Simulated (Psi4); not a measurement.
# CH6O3Sn (SMILES C[Sn](O)(O)O): HF/def2-SVP (core potential)

Aim: the vertical ionisation energy of CH6O3Sn at HF/def2-SVP (core potential), from 2 runs. 

Program for the calculation: Psi4 1.11.

2 further runs of the same task are left out: 2 set aside as unsound or not needed. Runs told in other sessions of the task aren't counted.

## 1. The molecule

The species is CH6O3Sn (11 atoms), meant as a singlet with charge 0. As SMILES, `C[Sn](O)(O)O`. The shape is that of a PBE0-D4/def2-TZVP optimisation. This is one conformer, not always the lowest.

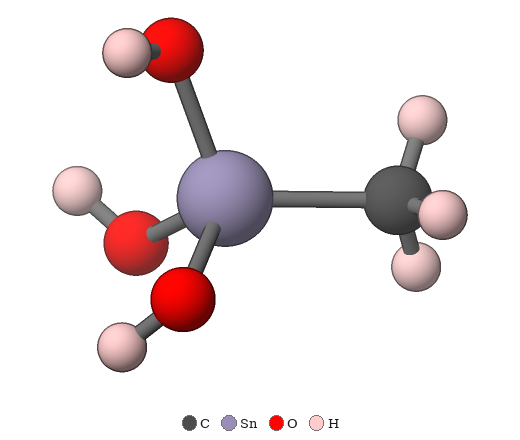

The structure, seen from a chosen angle (carbon dark grey, tin purple, oxygen red, hydrogen pink).

## 2. A single-point energy at HF/def2-SVP (core potential)

Input file calc.py:

```python
import psi4

psi4.set_memory('2200 MB')
psi4.set_num_threads(1)
psi4.core.set_output_file('psi4.out', False)

geom = psi4.geometry("""
C     -1.634780     0.821450     0.161210
Sn     0.242220    -0.121540    -0.023890
O      0.658370    -1.274060     1.505120
O      1.718000     1.160190    -0.160160
O      0.358560    -1.259930    -1.614460
H     -1.512400     1.751180     0.714920
H     -2.026840     1.031120    -0.832930
H     -2.314250     0.158830     0.695300
H      1.532360    -1.093390     1.861260
H      2.293460     0.964390    -0.904370
H      0.685300    -2.138250    -1.402000
units angstrom
symmetry c1
""")

psi4.set_options({
    'basis': 'def2-SVP',
    'reference': 'rhf',
    'puream': True,
    'e_convergence': 1e-09,
    'd_convergence': 1e-08,
    'scf_type': 'pk',
})

E, wfn = psi4.energy('hf', return_wfn=True)
psi4.oeprop(wfn, 'MAYER_INDICES', 'MULLIKEN_CHARGES', 'DIPOLE', title='HF')
print('E =', round(E, 9))
for k, v in sorted(psi4.core.scalar_variables().items()):
    print(f'{k:45s} {v:18.10f}')
```

Command:

```bash
python calc.py
```

psi4.out (excerpt; [...] marks lines left out):

```text
[...]
    !!!  WARNING: ECP capability is in beta. Please check occupations closely.  !!!
[...]
  Running in c1 symmetry.
[...]
  Nuclear repulsion =  302.222051701947294
[...]
  Multiplicity = 1
[...]
  Nalpha       = 29
  Nbeta        = 29
[...]
    Number of basis functions: 112
[...]
   @RHF iter   1:  -478.81177104359767   -2.74523e+00   7.59754e-03 DIIS/ADIIS
[...]
   @RHF iter  12:  -479.12303449594452   -1.13687e-11   5.48724e-09 DIIS
[...]
    Orbital Energies [Eh]
    ---------------------
    Doubly Occupied:
       1A    -20.538037     2A    -20.538028     3A    -20.538022
       4A    -11.250301     5A     -5.893100     6A     -4.085037
       7A     -4.085036     8A     -4.082929     9A     -1.383163
      10A     -1.383159    11A     -1.360762    12A     -1.350447
      13A     -1.350444    14A     -1.283736    15A     -1.242961
      16A     -1.242959    17A     -0.947014    18A     -0.699240
      19A     -0.646699    20A     -0.646683    21A     -0.580808
      22A     -0.580800    23A     -0.566267    24A     -0.511332
      25A     -0.508168    26A     -0.508146    27A     -0.474047
      28A     -0.474036    29A     -0.438823
[...]
  @RHF Final Energy:  -479.12303449594452
   => Energetics <=
    Nuclear Repulsion Energy =            302.2220517019472936
    One-Electron Energy =               -1344.3098019675071555
    Two-Electron Energy =                 562.9647157696153954
    Total Energy =                       -479.1230344959444665
[...]
 Multipole Moments:
 ------------------------------------------------------------------------------------
     Multipole            Electronic (a.u.)      Nuclear  (a.u.)        Total (a.u.)
 ------------------------------------------------------------------------------------
 L = 1.  Multiply by 2.5417464519 to convert [e a0] to [Debye]
 Dipole X            :          0.1544621           -0.2015278           -0.0470657
 Dipole Y            :         -0.0749072            0.0980447            0.0231375
 Dipole Z            :         -0.0166438            0.0208691            0.0042253
 Magnitude           :                                                    0.0526153
[...]
  Mulliken Charges: (a.u.)
   Center  Symbol    Alpha    Beta     Spin     Total
       1     C     3.19508  3.19508  0.00000 -0.39017
       2    SN    10.25607 10.25607  0.00000  1.48786
       3     O     4.33582  4.33582  0.00000 -0.67164
       4     O     4.33581  4.33581  0.00000 -0.67161
       5     O     4.33582  4.33582  0.00000 -0.67164
       6     H     0.45577  0.45577  0.00000  0.08846
       7     H     0.45577  0.45577  0.00000  0.08845
       8     H     0.45577  0.45577  0.00000  0.08847
       9     H     0.39136  0.39136  0.00000  0.21728
      10     H     0.39136  0.39136  0.00000  0.21728
      11     H     0.39136  0.39136  0.00000  0.21727
[...]
```

The script printed:

```text
E = -479.123034496
CURRENT ENERGY                                   -479.1230344959
CURRENT REFERENCE ENERGY                         -479.1230344959
DD SOLVATION ENERGY                                 0.0000000000
HF KINETIC ENERGY                                 347.8962601473
HF POTENTIAL ENERGY                              -827.0192946433
HF TOTAL ENERGY                                  -479.1230344959
HF VIRIAL RATIO                                     2.3772008768
NUCLEAR REPULSION ENERGY                          302.2220517019
ONE-ELECTRON ENERGY                             -1344.3098019675
PCM POLARIZATION ENERGY                             0.0000000000
PE ENERGY                                           0.0000000000
SCF ITERATION ENERGY                             -479.1230344959
SCF ITERATIONS                                     12.0000000000
SCF TOTAL ENERGY                                 -479.1230344959
TWO-ELECTRON ENERGY                               562.9647157696
```

Run time: 3.9 s. Hardware: 1 thread of Intel Xeon 6975P-C (Granite Rapids), shared host; peak memory 0.48 GiB.

## 3. The doublet cation, same level

Input file input.json:

```json
{
 "schema_name": "qcschema_input",
 "schema_version": 1,
 "molecule": {
  "schema_name": "qcschema_molecule",
  "schema_version": 2,
  "symbols": ["C", "Sn", "O", "O", "O", "H", "H", "H", "H", "H", "H"],
  "geometry": [-3.08928647, 1.55231553, 0.30464275, 0.45772946, -0.22967731, -0.04514556, 1.24413899, -2.40762447, 2.84426458, 3.24654948, 2.19244135, -0.30265854, 0.6775802, -2.38092264, -3.05088724, -2.85802179, 3.30925059, 1.351003, -3.8301725, 1.9485344, -1.57400958, -4.37329868, 0.3001452, 1.31392657, 2.89574072, -2.06620765, 3.51727165, 4.33401128, 1.82243298, -1.70901162, 1.29502931, -4.04070689, -2.64939603],
  "molecular_charge": 1,
  "molecular_multiplicity": 2,
  "fix_symmetry": "c1"
 },
 "driver": "energy",
 "model": {
  "method": "hf",
  "basis": "def2-SVP"
 },
 "keywords": {
  "reference": "uhf",
  "puream": true,
  "e_convergence": 1e-09,
  "d_convergence": 1e-08,
  "scf_type": "pk",
  "maxiter": 100,
  "scf_properties": ["MULLIKEN_CHARGES", "DIPOLE", "WIBERG_LOWDIN_INDICES"]
 }
}
```

Command:

```bash
psi4 --qcschema input.json -n 1 --memory 2200MB
```

stdout (excerpt; [...] marks lines left out):

```text
[...]
    !!!  WARNING: ECP capability is in beta. Please check occupations closely.  !!!
[...]
  Running in c1 symmetry.
[...]
  Nuclear repulsion =  302.222051869139761
[...]
  Multiplicity = 2
[...]
  Nalpha       = 29
  Nbeta        = 28
[...]
    Number of basis functions: 112
[...]
   @UHF iter   1:  -478.44132615827147   -2.33030e+00   7.02502e-03 ADIIS/DIIS
[...]
   @UHF iter  25:  -478.73052170422648   -1.34150e-11   9.80023e-09 DIIS
[...]
   @S^2 Observed:                7.934323450E-01
[...]
  @UHF Final Energy:  -478.73052170422648
   => Energetics <=
    Nuclear Repulsion Energy =            302.2220518691397615
    One-Electron Energy =               -1330.8082855003508485
    Two-Electron Energy =                 549.8557119269846680
    Total Energy =                       -478.7305217042264758
  UHF NO Occupations:
  HONO-2 :   27  A 1.9962701
  HONO-1 :   28  A 1.9875021
  HONO-0 :   29  A 1.0000000
  LUNO+0 :   30  A 0.0124979
  LUNO+1 :   31  A 0.0037299
[...]
 Multipole Moments:
 ------------------------------------------------------------------------------------
     Multipole            Electronic (a.u.)      Nuclear  (a.u.)        Total (a.u.)
 ------------------------------------------------------------------------------------
 L = 1.  Multiply by 2.5417464519 to convert [e a0] to [Debye]
 Dipole X            :         -1.2105263           -0.2015277           -1.4120540
 Dipole Y            :          0.6113004            0.0980446            0.7093450
 Dipole Z            :          0.1173235            0.0208691            0.1381926
 Magnitude           :                                                    1.5862422
[...]
  Mulliken Charges: (a.u.)
   Center  Symbol    Alpha    Beta     Spin     Total
       1     C     3.44102  2.79561  0.64540 -0.23663
       2    SN    10.21859 10.24492 -0.02633  1.53649
       3     O     4.35326  4.20891  0.14435 -0.56218
       4     O     4.35349  4.20840  0.14509 -0.56189
       5     O     4.35348  4.20847  0.14501 -0.56195
       6     H     0.39413  0.40721 -0.01308  0.19865
       7     H     0.39413  0.40723 -0.01310  0.19865
       8     H     0.39413  0.40720 -0.01307  0.19867
       9     H     0.36594  0.37068 -0.00473  0.26338
      10     H     0.36591  0.37068 -0.00477  0.26341
      11     H     0.36591  0.37068 -0.00477  0.26340
[...]
```

The result, in JSON:

```text
{
 "driver": "energy",
 "model": {
  "method": "hf",
  "basis": "def2-SVP"
 },
 "success": true,
 "return_result": -478.7305217042265,
 "properties": {
  "calcinfo_nbasis": 112,
  "calcinfo_nmo": 112,
  "calcinfo_nalpha": 29,
  "calcinfo_nbeta": 28,
  "calcinfo_natom": 11,
  "nuclear_repulsion_energy": 302.22205186913976,
  "return_energy": -478.7305217042265,
  "scf_one_electron_energy": -1330.8082855003508,
  "scf_two_electron_energy": 549.8557119269847,
  "scf_dipole_moment": [-1.4120540343118728, 0.7093450402192938, 0.13819262410863786],
  "scf_total_energy": -478.7305217042265,
  "scf_iterations": 25
 }
}
```

Run time: 6.6 s. Hardware: 1 thread of Intel Xeon 6975P-C (Granite Rapids), shared host; peak memory 0.49 GiB.

## 4. Outcome

At HF/def2-SVP (core potential):

| quantity | value |
| --- | --- |
| singlet CH6O3Sn: total energy | -479.12303 Eh |
| singlet CH6O3Sn: dipole moment | 0.13 D |
| singlet CH6O3Sn: HOMO energy | -11.94 eV |
| singlet CH6O3Sn: LUMO energy | 3.11 eV |
| singlet CH6O3Sn: HOMO–LUMO gap | 15.05 eV |
| doublet cation: total energy | -478.73052 Eh |
| doublet cation: HOMO energy (highest over α and β) | -17.59 eV |
| doublet cation: LUMO energy (lowest over α and β) | -9.45 eV |
| doublet cation: ⟨S²⟩ | 0.793 |
| vertical ionisation energy (to the doublet cation) | 10.681 eV |

In words: The vertical ionisation energy comes to 10.68 eV (1031 kJ/mol). −ε(HOMO) before ionisation, 11.94 eV, is 1.26 eV above this ionisation energy. Mulliken charges (singlet CH6O3Sn) run from -0.67 on O3 to +1.49 on Sn2; they depend strongly on the basis. Mulliken charges (doublet cation) run from -0.56 on O3 to +1.54 on Sn2.
